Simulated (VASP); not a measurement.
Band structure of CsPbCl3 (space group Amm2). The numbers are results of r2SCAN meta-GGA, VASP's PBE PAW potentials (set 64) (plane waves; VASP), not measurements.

Unless said otherwise, spin-orbit coupling is left out, though it shifts the bands of the heavy elements here.

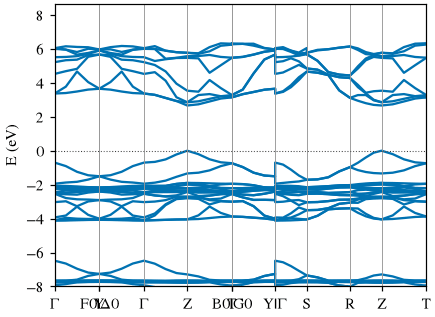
*Bands along high-symmetry lines, zero at the valence-band maximum or, without a gap, the Fermi level*

**Question.** Read the plot: is there a gap, and where are the band edges?

**Answer.** The gap is direct, 2.66 eV, from the valence maximum at Z to the conduction minimum at Z.

The structure comes from a computed database's CsPbCl3 entry (Amm2); how it stands against other phases isn't given here. It was relaxed first.
